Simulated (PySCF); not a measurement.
SMILES [SiH4], PBE0/def2-SVP optimised geometry. Atoms within 1.6 Å of the plane z = 1.2 Å (x, y, z in Å): Si1 (-0.50, -0.35, 0.00), H3 (1.00, -0.35, 0.00), H4 (-1.00, -1.06, 1.22), H5 (-1.00, 1.06, 0.00).

Calculation: PBE0/def2-TZVP run with PySCF.

Map of the electrostatic potential (hartree/e), clipped to [-0.08, 0.12] on the plane z = 1.2 Å:

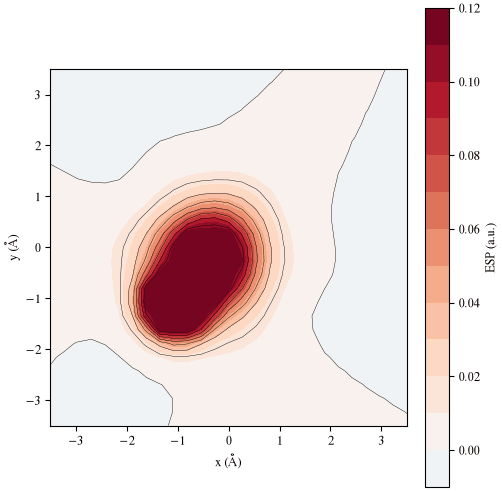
Electrostatic potential (hartree/e), clipped to [-0.08, 0.12] on the plane z = 1.2 Å.
